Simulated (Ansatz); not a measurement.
**FH₅NPSi: shape, modes and thermochemistry**

Aim: relax FH₅NPSi from a cheap starting geometry, check the end point by its vibrations and derive ideal-gas thermochemistry, and look at its orbitals and charge.

Program: Ansatz 0.2.0, Gaussian basis. Level of theory: RKS PBE0-D4/def2-TZVP. These are calculated values, not measurements.

Levels to be run: relaxation at PBE-D4/def2-SVP; relaxation at PBE0-D4/def2-TZVP; harmonic vibrations at the same level; a single point in def2-TZVPP for the fields.

### Step 1. Where the work starts

SMILES `F[SiH2]NP`, 9 atoms, charge 0, spin multiplicity 1.

Atoms are counted from 1 here; the program's logs count them from 0.

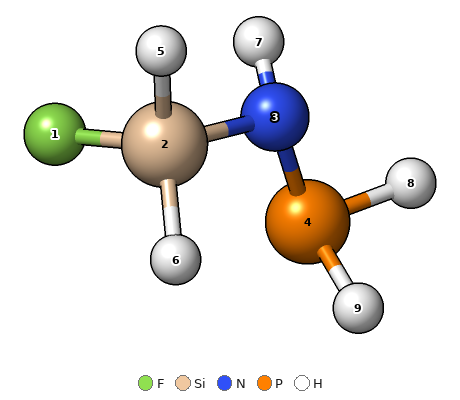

The starting geometry (fluorine green, silicon light orange, nitrogen blue, phosphorus orange, hydrogen white); atoms are numbered from 1 in the order of the file.

The start is a force-field geometry with small random shifts, so a cheaper pass at PBE-D4/def2-SVP comes first.

### Step 2. Geometry optimisation, PBE-D4/def2-SVP (cheap first pass)

Input file in.yaml:

```yaml
crystal:
  periodic: [false, false, false]
  atoms:
    - {symbol: F, position_ang: [-1.095300, 0.984000, -1.607300]}
    - {symbol: Si, position_ang: [0.120600, 1.059500, -0.643300]}
    - {symbol: N, position_ang: [0.408100, -0.538400, -0.180600]}
    - {symbol: P, position_ang: [-0.644900, -1.143700, 0.914900]}
    - {symbol: H, position_ang: [1.302200, 1.533500, -1.420900]}
    - {symbol: H, position_ang: [-0.134100, 1.943000, 0.533500]}
    - {symbol: H, position_ang: [0.489900, -1.090300, -1.016900]}
    - {symbol: H, position_ang: [-0.033800, -2.347600, 1.267300]}
    - {symbol: H, position_ang: [-0.324200, -0.446200, 2.136200]}
basis:
  gaussian: {orbitals: def2-SVP}
hamiltonian: {xc: pbe, dispersion: d4}
relax: {f_tol: 0.03, max_steps: 200}
```

On the command line:

```console
$ ansatz run in.yaml --threads 2 --pin off --events-out ev --progress --plain --max-ram 4352MiB
```

Log (excerpt; [...] marks lines left out):

```text
Functional definition: PBE
  name "PBE"
  cite "Perdew, Burke & Ernzerhof, Phys. Rev. Lett. 77, 3865 (1996) doi:10.1103/PhysRevLett.77.3865"
  parent pbe
[...]
1013 factors; their error is unknown
[...]
mean field -21433.92226483 eV, -787.6821147980 hartree, gradient 7.9e-5 eV, S^2 0.000000; 0 other end points of the search recorded, 0 dependent functions left out
[...]
reference -21433.92229709 eV, -787.6821159837 hartree; 25, 25 occupied and 64, 64 virtual orbitals, 1013 factors
relax step   1: F+E_penalty+E_count = -21434.12061482 eV  Δ(F+E_penalty+E_count) = +0.000e0 eV  max|allowed force component| = 3.999e0 eV/Å  Δτ_max = 0.0000 Å  (25 SCF iters, accepted)
[...]
relax step   5: F+E_penalty+E_count = -21434.93481855 eV  Δ(F+E_penalty+E_count) = -4.937e-2 eV  max|allowed force component| = 2.313e-1 eV/Å  Δτ_max = 0.0819 Å  (27 SCF iters, accepted)
[...]
relax step   9: F+E_penalty+E_count = -21435.07277227 eV  Δ(F+E_penalty+E_count) = -3.053e-2 eV  max|allowed force component| = 1.129e-1 eV/Å  Δτ_max = 0.2000 Å  (27 SCF iters, accepted)
[...]
relax step  13: F+E_penalty+E_count = -21435.12928052 eV  Δ(F+E_penalty+E_count) = -4.157e-3 eV  max|allowed force component| = 2.910e-1 eV/Å  Δτ_max = 0.1999 Å  (28 SCF iters, accepted)
[...]
relax step  17: F+E_penalty+E_count = -21435.13981047 eV  Δ(F+E_penalty+E_count) = -5.900e-4 eV  max|allowed force component| = 8.256e-2 eV/Å  Δτ_max = 0.0509 Å  (27 SCF iters, accepted)
[...]
relax step  18: F+E_penalty+E_count = -21435.14023522 eV  Δ(F+E_penalty+E_count) = -4.247e-4 eV  max|allowed force component| = 4.612e-2 eV/Å  Δτ_max = 0.0178 Å  (29 SCF iters, accepted)
[...]
relax step  19: F+E_penalty+E_count = -21435.14040628 eV  Δ(F+E_penalty+E_count) = -1.711e-4 eV  max|allowed force component| = 2.898e-2 eV/Å  Δτ_max = 0.0150 Å  (29 SCF iters, accepted)
1013 factors; their error is unknown
mean field -21434.94902542 eV, -787.7198475538 hartree, gradient 1.4e-5 eV, S^2 0.000000; 1 other end points of the search recorded, 0 dependent functions left out
[...]
reference -21434.94905821 eV, -787.7198487589 hartree; 25, 25 occupied and 64, 64 virtual orbitals, 1013 factors
Total energy: -21435.14043907 eV, -787.7268818757 hartree
Atom 0 at    -1.200805     1.645816    -0.863618 Å, force    -0.024191     0.009399    -0.002611 eV/Å
Atom 1 at     0.284911     1.004865    -0.585362 Å, force     0.024430    -0.006402     0.017444 eV/Å
Atom 2 at     0.244072    -0.720281    -0.419846 Å, force    -0.000970     0.010125    -0.021685 eV/Å
Atom 3 at    -0.321489    -1.664243     0.936586 Å, force     0.000256    -0.028983     0.009590 eV/Å
Atom 4 at     1.143763     1.339441    -1.767528 Å, force     0.000875    -0.001189     0.000288 eV/Å
Atom 5 at     0.757695     1.590874     0.709304 Å, force    -0.001317     0.004210    -0.008215 eV/Å
Atom 6 at     0.412865    -1.290646    -1.253116 Å, force    -0.005066    -0.001099     0.016087 eV/Å
Atom 7 at     0.346837    -0.943929     1.995937 Å, force     0.003072     0.003504     0.001625 eV/Å
Atom 8 at    -1.579350    -1.008097     1.230543 Å, force     0.002912     0.010436    -0.012523 eV/Å
Dipole moment:     0.208539    -0.134549    -0.035974 e Å
```

Wall time 34 s (2 threads of Arm Neoverse V1, shared host).

The steps of the relaxation:

| step | energy from step 1 (eV) | largest force component (eV/Å) |
| --- | --- | --- |
| 1 | 0.0000 | 3.9986 |
| 2 | -0.5462 | 1.6018 |
| 3 | -0.7624 | 0.7000 |
| 4 | -0.7648 | 0.8103 |
| 5 | -0.8142 | 0.2313 |
| 6 | -0.8528 | 0.1297 |
| 7 | -0.8784 | 0.5115 |
| 8 | -0.9216 | 0.2680 |
| 9 | -0.9522 | 0.1129 |
| 10 | -0.9760 | 0.1116 |
| 11 | -0.9764 | 0.5432 |
| 12 | -1.0045 | 0.1019 |
| 13 | -1.0087 | 0.2910 |
| 14 | -1.0177 | 0.1064 |
| 15 | -1.0175 | 0.1977 |
| 16 | -1.0186 | 0.0374 |
| 17 | -1.0192 | 0.0826 |
| 18 | -1.0196 | 0.0461 |
| 19 | -1.0198 | 0.0290 |

Close pairs (by a distance rule), those that changed most:

| bond | before (Å) | after (Å) | change (Å) |
| --- | --- | --- | --- |
| N3–P4 | 1.636 | 1.747 | +0.111 |
| F1–Si2 | 1.554 | 1.642 | +0.088 |
| P4–H8 | 1.395 | 1.445 | +0.050 |
| Si2–N3 | 1.688 | 1.734 | +0.045 |
| N3–H7 | 1.005 | 1.024 | +0.018 |
| Si2–H5 | 1.492 | 1.499 | +0.007 |
| P4–H9 | 1.443 | 1.449 | +0.006 |
| Si2–H6 | 1.493 | 1.498 | +0.004 |

### Step 3. Geometry optimisation, PBE0-D4/def2-TZVP

Input file in.yaml:

```yaml
crystal:
  periodic: [false, false, false]
  atoms:
    - {symbol: F, position_ang: [-1.200805, 1.645816, -0.863618]}
    - {symbol: Si, position_ang: [0.284911, 1.004865, -0.585362]}
    - {symbol: N, position_ang: [0.244072, -0.720281, -0.419846]}
    - {symbol: P, position_ang: [-0.321489, -1.664243, 0.936586]}
    - {symbol: H, position_ang: [1.143763, 1.339441, -1.767528]}
    - {symbol: H, position_ang: [0.757695, 1.590874, 0.709304]}
    - {symbol: H, position_ang: [0.412865, -1.290646, -1.253116]}
    - {symbol: H, position_ang: [0.346837, -0.943929, 1.995937]}
    - {symbol: H, position_ang: [-1.579350, -1.008097, 1.230543]}
basis:
  gaussian: {orbitals: def2-TZVP}
hamiltonian: {xc: pbe0, dispersion: d4}
relax: {f_tol: 0.005, max_steps: 150}
```

Launched as before.

Log (excerpt; [...] marks lines left out):

```text
Functional definition: PBE0
  name "PBE0"
  cite "Adamo & Barone, J. Chem. Phys. 110, 6158 (1999) doi:10.1063/1.478522"
  cite "Perdew, Burke & Ernzerhof, Phys. Rev. Lett. 77, 3865 (1996) doi:10.1103/PhysRevLett.77.3865"
  parent pbe
[...]
1081 factors; their error is unknown
[...]
mean field -21448.24103192 eV, -788.2083197831 hartree, gradient 7.3e-5 eV, S^2 0.000000; 0 other end points of the search recorded, 0 dependent functions left out
[...]
reference -21448.24106311 eV, -788.2083209295 hartree; 25, 25 occupied and 141, 141 virtual orbitals, 1081 factors
relax step   1: F+E_penalty+E_count = -21448.40235307 eV  Δ(F+E_penalty+E_count) = +0.000e0 eV  max|allowed force component| = 1.151e0 eV/Å  Δτ_max = 0.0000 Å  (26 SCF iters, accepted)
[...]
Total energy: -21448.47729233 eV, -788.2170021932 hartree
Atom 0 at    -1.177646     1.605201    -0.844540 Å, force    -0.000981     0.000409     0.000092 eV/Å
Atom 1 at     0.273733     0.987265    -0.576473 Å, force     0.000439    -0.001654    -0.000787 eV/Å
Atom 2 at     0.234385    -0.712271    -0.415831 Å, force     0.001024     0.000688    -0.001164 eV/Å
Atom 3 at    -0.336115    -1.631049     0.917189 Å, force    -0.000406     0.000485     0.000724 eV/Å
Atom 4 at     1.114935     1.328898    -1.746004 Å, force     0.000050     0.000558     0.000074 eV/Å
Atom 5 at     0.739289     1.580149     0.695329 Å, force    -0.000017    -0.001274     0.000623 eV/Å
Atom 6 at     0.436502    -1.280585    -1.223242 Å, force    -0.000099     0.000280     0.000472 eV/Å
Atom 7 at     0.357771    -0.969560     1.967769 Å, force     0.000184     0.000464    -0.000018 eV/Å
Atom 8 at    -1.554355    -0.954249     1.208703 Å, force    -0.000194     0.000043    -0.000016 eV/Å
Dipole moment:     0.234273    -0.113364    -0.057304 e Å
```

Wall time 32 s (2 threads of Arm Neoverse V1, shared host).

Along the way:

| step | energy from step 1 (eV) | largest force component (eV/Å) |
| --- | --- | --- |
| 1 | 0.0000 | 1.1513 |
| 2 | -0.0569 | 0.6844 |
| 3 | -0.0740 | 0.0587 |
| 4 | -0.0746 | 0.0213 |
| 5 | -0.0749 | 0.0129 |
| 6 | -0.0749 | 0.0109 |
| 7 | -0.0749 | 0.0017 |

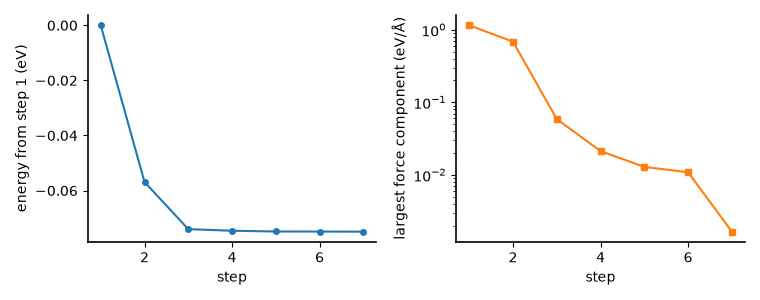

Energy and force, step by step.

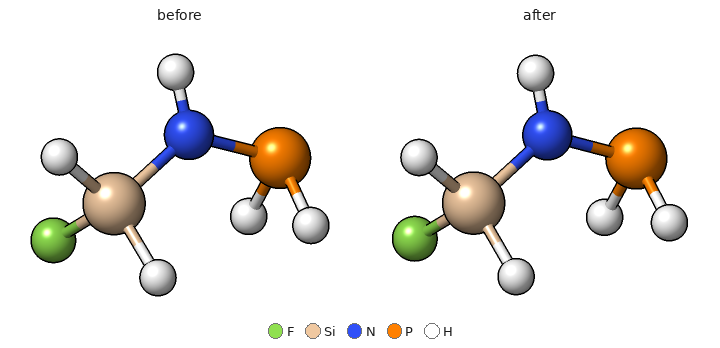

Before and after, at one scale.

Close pairs (by a distance rule), those that changed most:

| bond | before (Å) | after (Å) | change (Å) |
| --- | --- | --- | --- |
| F1–Si2 | 1.642 | 1.600 | -0.042 |
| N3–P4 | 1.747 | 1.717 | -0.030 |
| Si2–N3 | 1.734 | 1.708 | -0.026 |
| P4–H9 | 1.449 | 1.424 | -0.025 |
| P4–H8 | 1.445 | 1.422 | -0.023 |
| Si2–H6 | 1.498 | 1.478 | -0.019 |
| Si2–H5 | 1.499 | 1.481 | -0.018 |
| N3–H7 | 1.024 | 1.008 | -0.016 |

Mulliken charges at the end point, from the run's report:

| atom | value (e) |
| --- | --- |
| F1 | -0.31 |
| Si2 | 0.53 |
| N3 | -0.48 |
| P4 | -0.04 |
| H5 | -0.04 |
| H6 | -0.04 |
| H7 | 0.24 |
| H8 | 0.07 |
| H9 | 0.07 |

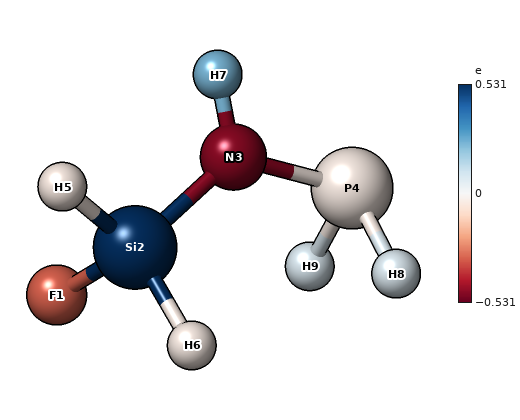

Mulliken charges at the end point, from the run's report, as colours on the atoms.

### Step 4. Harmonic vibrations

Input file in.yaml:

```yaml
crystal:
  periodic: [false, false, false]
  atoms:
    - {symbol: F, position_ang: [-1.177646, 1.605201, -0.844540]}
    - {symbol: Si, position_ang: [0.273733, 0.987265, -0.576473]}
    - {symbol: N, position_ang: [0.234385, -0.712271, -0.415831]}
    - {symbol: P, position_ang: [-0.336115, -1.631049, 0.917189]}
    - {symbol: H, position_ang: [1.114935, 1.328898, -1.746004]}
    - {symbol: H, position_ang: [0.739289, 1.580149, 0.695329]}
    - {symbol: H, position_ang: [0.436502, -1.280585, -1.223242]}
    - {symbol: H, position_ang: [0.357771, -0.969560, 1.967769]}
    - {symbol: H, position_ang: [-1.554355, -0.954249, 1.208703]}
basis:
  gaussian: {orbitals: def2-TZVP}
hamiltonian: {xc: pbe0, dispersion: d4}
phonons: {temperatures: {t_min: 298.15, t_max: 900, t_step: 200}}
```

Same command.

Log (excerpt; [...] marks lines left out):

```text
Functional definition: PBE0
  name "PBE0"
  cite "Adamo & Barone, J. Chem. Phys. 110, 6158 (1999) doi:10.1063/1.478522"
  cite "Perdew, Burke & Ernzerhof, Phys. Rev. Lett. 77, 3865 (1996) doi:10.1103/PhysRevLett.77.3865"
  parent pbe
[...]
1081 factors; their error is unknown
[...]
mean field -21448.31434435 eV, -788.2110139653 hartree, gradient 1.8e-5 eV, S^2 0.000000; 0 other end points of the search recorded, 0 dependent functions left out
[...]
reference -21448.31437525 eV, -788.2110151007 hartree; 25, 25 occupied and 141, 141 virtual orbitals, 1081 factors
[...]
1081 factors; their error is unknown
mean field -21448.31424410 eV, -788.2110102811 hartree, gradient 2.5e-6 eV, S^2 0.000000; 0 other end points of the search recorded, 0 dependent functions left out
[...]
reference -21448.31427499 eV, -788.2110114165 hartree; 25, 25 occupied and 141, 141 virtual orbitals, 1081 factors
[...]
Atom 1 at     0.273733     0.987265    -0.576473 Å, force     0.000445    -0.001620    -0.000774 eV/Å
Atom 2 at     0.234385    -0.712271    -0.415831 Å, force     0.001018     0.000666    -0.001153 eV/Å
Atom 3 at    -0.336115    -1.631049     0.917189 Å, force    -0.000380     0.000478     0.000705 eV/Å
Atom 4 at     1.114935     1.328898    -1.746004 Å, force     0.000041     0.000552     0.000076 eV/Å
Atom 5 at     0.739289     1.580149     0.695329 Å, force    -0.000021    -0.001283     0.000607 eV/Å
Atom 6 at     0.436502    -1.280585    -1.223242 Å, force    -0.000102     0.000282     0.000475 eV/Å
Atom 7 at     0.357771    -0.969560     1.967769 Å, force     0.000185     0.000472    -0.000017 eV/Å
Atom 8 at    -1.554355    -0.954249     1.208703 Å, force    -0.000219     0.000044    -0.000011 eV/Å
Dipole moment:     0.234272    -0.113364    -0.057304 e Å
Vibrations: 69.09 130.57 199.67 327.16 389.96 596.89 723.55 785.37 864.80 925.86 931.50 942.66 945.45 985.45 1148.20 1280.18 2253.92 2267.80 2370.90 2382.68 3632.63 cm⁻¹, zero-point energy 1.497376 eV
```

Wall time 2.3 min (2 threads of Arm Neoverse V1, shared host).

Motions are named by where the mode's potential energy lies. The modes, unscaled (a negative number is an imaginary wavenumber):

| mode | cm⁻¹ | motion |
| --- | --- | --- |
| 1 | 69 | torsion |
| 2 | 131 | torsion |
| 3 | 200 | bend |
| 4 | 327 | bend |
| 5 | 390 | torsion |
| 6 | 597 | P–N stretch with bend |
| 7 | 724 | bend with torsion |
| 8 | 785 | bend |
| 9 | 865 | Si–F stretch |
| 10 | 926 | bend |
| 11 | 931 | bend |
| 12 | 943 | bend |
| 13 | 945 | bend with torsion |
| 14 | 985 | P–N and Si–N stretch |
| 15 | 1148 | bend |
| 16 | 1280 | bend |
| 17 | 2254 | Si–H stretch |
| 18 | 2268 | Si–H stretch |
| 19 | 2371 | P–H stretch |
| 20 | 2383 | P–H stretch |
| 21 | 3633 | N–H stretch |

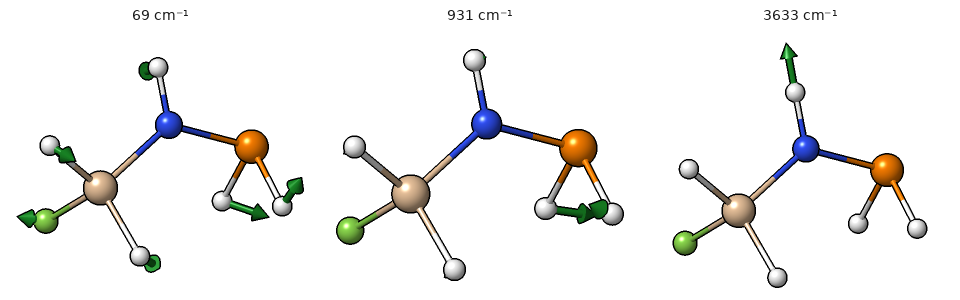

How the atoms move in 3 of the modes.

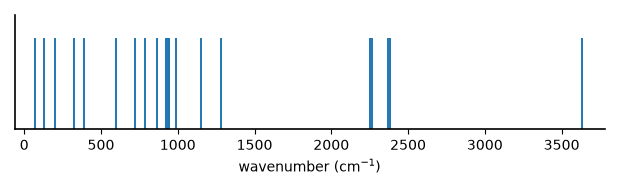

The harmonic wavenumbers as sticks (no intensities were computed).

Ideal gas, rigid rotor and harmonic oscillator at 298.15 K and 1 bar, with symmetry number 1:

| term | value |
| --- | --- |
| zero-point energy | 144.5 kJ/mol |
| H(298) − E | 163.3 kJ/mol |
| entropy, translation | 165.9 J/(mol K) |
| entropy, rotation | 110.2 J/(mol K) |
| entropy, vibration | 55.7 J/(mol K) |
| entropy, total | 331.8 J/(mol K) |

### Step 5. Fields at the relaxed geometry

in.yaml: that of step 4 with these lines changed.

```diff
@@ -13,4 +13,4 @@
 basis:
-  gaussian: {orbitals: def2-TZVP}
+  gaussian: {orbitals: def2-TZVPP}
 hamiltonian: {xc: pbe0, dispersion: d4}
-phonons: {temperatures: {t_min: 298.15, t_max: 900, t_step: 200}}
+output: {orbitals: {seedname: orbitals}}
```

Launched as before.

Log:

```text
Functional definition: PBE0
  name "PBE0"
  cite "Adamo & Barone, J. Chem. Phys. 110, 6158 (1999) doi:10.1063/1.478522"
  cite "Perdew, Burke & Ernzerhof, Phys. Rev. Lett. 77, 3865 (1996) doi:10.1103/PhysRevLett.77.3865"
  parent pbe
  parameter a = 0.25
  parameter kappa = 0.804
  parameter beta = 0.06672455060314922
  exchange = (1 - a)*pbe_x(kappa = kappa, mu = beta*pi^2/3) + a*exact_x
  correlation = pbe_c(beta = beta)
1197 factors; their error is unknown
mean field evaluation 1: about -21442.1996 eV, gradient 6.0e1 eV
mean field evaluation 2: about -21432.5855 eV, gradient 8.8e1 eV
mean field evaluation 4: about -21448.3081 eV, gradient 4.3e0 eV
mean field evaluation 8: about -21448.3374 eV, gradient 3.0e-2 eV
mean field -21448.36808350 eV, -788.2129888427 hartree, gradient 7.0e-5 eV, S^2 0.000000; 0 other end points of the search recorded, 0 dependent functions left out
reference -21448.36811417 eV, -788.2129899699 hartree; 25, 25 occupied and 191, 191 virtual orbitals, 1197 factors
Total energy: -21448.53102987 eV, -788.2189770111 hartree
```

Wall time 4 s (2 threads of Arm Neoverse V1, shared host); peak memory 0.46 GiB.

Orbitals, density, ELF and potential are computed afterwards from the orbital file.

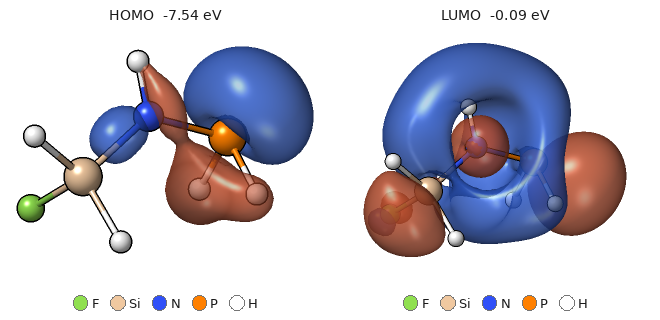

Frontier orbitals at PBE0-D4/def2-TZVPP; each surface holds 70 % of the orbital's density, blue and red mark the sign.

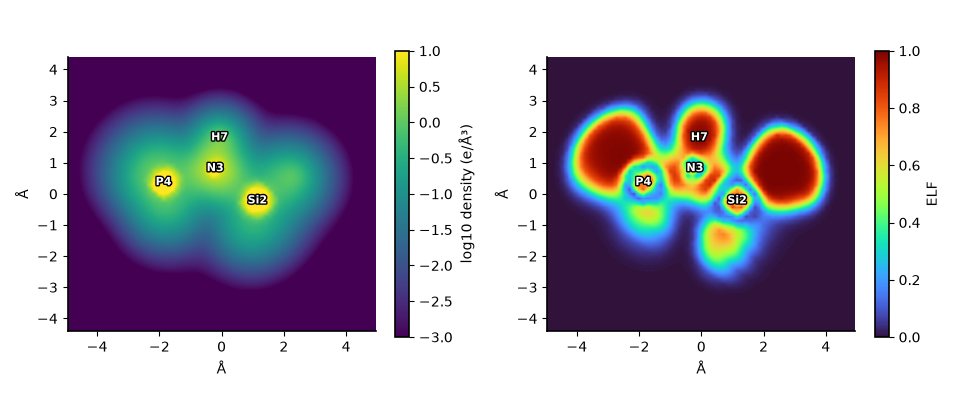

Density (left) and ELF (right) in a plane through or near 4 of the atoms.

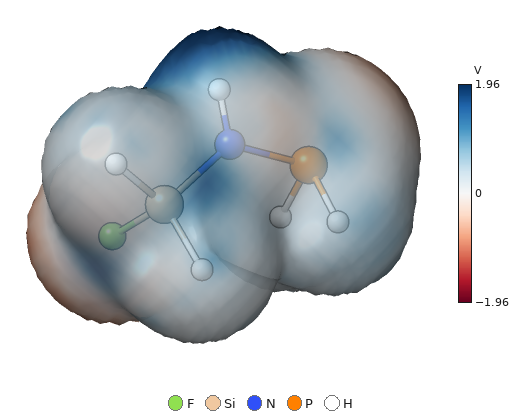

The potential that a unit positive charge feels on the 0.002 e/bohr³ surface, from the 1st to the 99th percentile, from -0.96 V near F1 to 1.96 V near H7.

### Step 6. Outcome

| quantity | value |
| --- | --- |
| point group | C1 |
| steps | 19 + 7 |
| shift from the start (rms) | 0.919 Å |
| total energy | -21448.4773 eV |
| dispersion term | -163 meV |
| dipole moment | 1.28 D |
| lowest, highest wavenumber | 69, 3633 cm⁻¹ |
| zero-point energy | 144.5 kJ/mol |
| entropy at 298.15 K | 331.8 J/(mol K) |
| HOMO, LUMO | -7.54, -0.09 eV |

What this shows: The atoms moved 0.92 Å (rms) from the start; the bond that changed most is N3–P4, from 1.636 to 1.717 Å. No mode is imaginary: a true minimum at this level. The stiffest mode, 3633 cm⁻¹, is an N–H stretch, and 3 modes under 200 cm⁻¹ make the vibrational entropy uncertain. Harmonic hybrid wavenumbers usually lie a few per cent above measured fundamentals. The largest Mulliken charge, +0.53 e, sits on Si2. The HOMO lies mostly on P4 65 %; H9 12 % and the LUMO on P4 27 %; H7 20 %.
